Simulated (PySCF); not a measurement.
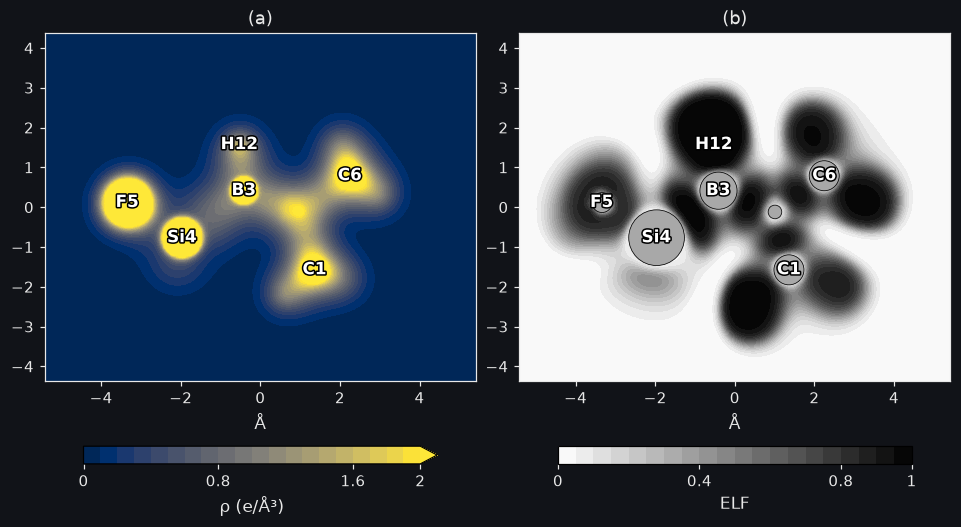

C4H12BFSi2 (SMILES CC1(B[SiH2]F)C[SiH2]C1). (a) total electron density; (b) ELF on the plane of atoms B3, Si4 and F5. Grey discs cover the atomic cores in the ELF map.

Geometry: GFN2-xTB.

These are results of PySCF, PBE0/pcSseg-1, SCF density, gas phase, non-relativistic, not measurements.

Input file:

```
{"job": {"kind": "nmr", "xc": "PBE0", "basis": "pcSseg-1"}, "charge": 0, "multiplicity": 1}
C     -0.014389    -1.207125     1.092167
C     -0.203724    -0.415567    -0.192377
B      1.032322     0.074548    -0.994885
Si     2.738370     0.432178    -0.114389
F      3.711159     1.281660    -1.107711
C     -1.467474    -0.905895    -0.951239
Si    -2.411371     0.684902    -0.510546
C     -0.646011     1.067540     0.119264
H      0.782095    -0.785289     1.702413
H     -0.933489    -1.214163     1.678743
H      0.249374    -2.238380     0.861939
H      0.880509     0.287252    -2.141944
H      3.589402    -0.719426     0.212369
H      2.740092     1.301015     1.071854
H     -1.857831    -1.844095    -0.562299
H     -1.284151    -1.052228    -2.013778
H     -3.400886     0.575926     0.562848
H     -2.896012     1.532559    -1.599348
H     -0.483282     1.341878     1.158401
H     -0.129852     1.813387    -0.491486
```

Run with:

```sh
OMP_NUM_THREADS=1 python probes_run.py task.json out
```

> Describe what can be read from this map.

- Atoms in the plane: C, B, Si, F and H.
- Si–F (1.63 Å): the density is about 1 e/Å³ at the midpoint; the ELF peaks at about 0.85 in the valence shell of F, 0.6 Å from its nucleus, and is about 0.50 at the midpoint.
- Si–B (1.95 Å): ρ is about 0.87 e/Å³ halfway; the ELF peaks at about 1 between the atoms: a covalent bond.
- The ELF also peaks beside F5, away from the bonds: lone-pair regions.
